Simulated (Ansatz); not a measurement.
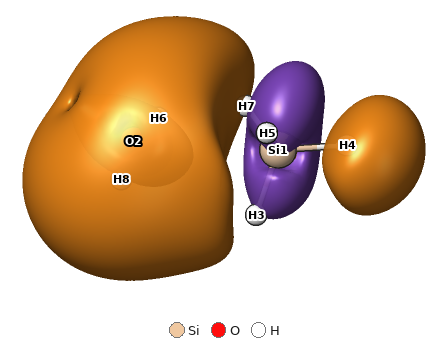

Figure. SiH4···H2O. The LUMO at ±0.05 Å⁻³ᐟ² (orange and purple are the two phases), seen across its widest extent.

Not at a stationary point (largest force 0.9 eV/Å).

Theory: RKS PBE-D4/def2-TZVP in Ansatz 0.2.0.

Input file:

```
crystal:
  periodic: [false, false, false]
  atoms:
    - { symbol: Si, position_ang: [-0.489, 0.4974, -0.3811] }
    - { symbol: O, position_ang: [0.6955, -1.0715, 0.2387] }
    - { symbol: H, position_ang: [-0.8691, -0.2377, -1.6001] }
    - { symbol: H, position_ang: [-1.7266, 0.6338, 0.372] }
    - { symbol: H, position_ang: [0.2149, 1.6743, -0.873] }
    - { symbol: H, position_ang: [0.8804, -0.2219, 1.185] }
    - { symbol: H, position_ang: [0.4638, 0.663, 1.2283] }
    - { symbol: H, position_ang: [0.8302, -1.9373, -0.1699] }
basis:
  gaussian: { orbitals: def2-TZVP }
hamiltonian:
  xc: pbe
  dispersion: d4
relax:
  f_tol: 0.15
  max_steps: 25
  restrain:
    - { distance: [0, 6], at: 1.42, k: 30.0 }
    - { distance: [5, 1], at: 0.97, k: 30.0 }
    - { distance: [0, 1], at: 3.07, k: 30.0 }
    - { distance: [5, 6], at: 1.92, k: 30.0 }
output:
  orbitals: {}
```

Run with:

```sh
ansatz run input.yaml --threads 2 --pin off --max-ram 3072MiB --backend cpu --events-out ev --progress --plain --runs-dir out
```

The fields are those of the run's last geometry, not of the input's.

### What is the character of this orbital?

Its weight (Hirshfeld) is mainly on H8 (about 25 %), H6 (about 20 %), O2 (about 20 %), Si1 (about 20 %), H7 (about 10 %) and H4 (about 5 %). Its energy is −0.33 eV.
